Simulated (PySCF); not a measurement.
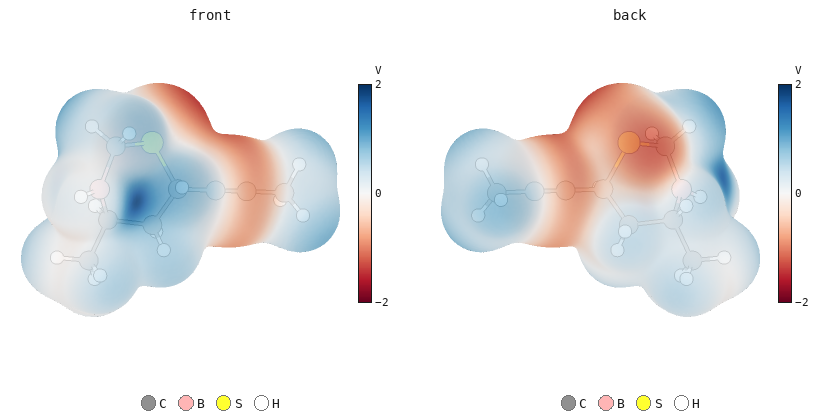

*C₈H₁₃BS. The electrostatic potential painted on the density surface at 0.002 e/bohr³, seen from the front and from behind; the colour scale runs from red (negative) to blue (positive).*

Geometry: GFN2-xTB.

Level of theory: PySCF, PBE0/pcSseg-1, SCF density, gas phase, non-relativistic.

```xyz
23

C     4.5041   -0.2964   -0.6814
C     3.1287   -0.1257   -0.2698
C     1.9892   -0.0070    0.0847
C     0.6134    0.1624    0.4855
C    -0.3428   -0.5216   -0.4943
C    -1.8116   -0.0479   -0.3751
C    -2.7414   -1.1264   -0.9366
B    -2.1833    0.5119    1.0534
C    -1.3206    1.7058    1.5963
S     0.2255    1.9627    0.6465
H     4.6066   -0.0693   -1.7422
H     4.8217   -1.3244   -0.5069
H     5.1473    0.3737   -0.1118
H     0.4692   -0.2366    1.4967
H    -0.3017   -1.5967   -0.2975
H     0.0177   -0.3581   -1.5123
H    -1.8935    0.8314   -1.0328
H    -2.4442   -1.4077   -1.9459
H    -2.7163   -2.0178   -0.3133
H    -3.7664   -0.7648   -0.9697
H    -3.0869    0.1183    1.6847
H    -1.8721    2.6438    1.5010
H    -1.0473    1.6176    2.6509
```

### Where is the surface potential most negative and most positive?

The most negative region (about −1.3 V) lies over S10, the most positive (about +1.5 V) over B8.

### How polar is the molecule by this calculation?

Its dipole moment is 1.15 D.
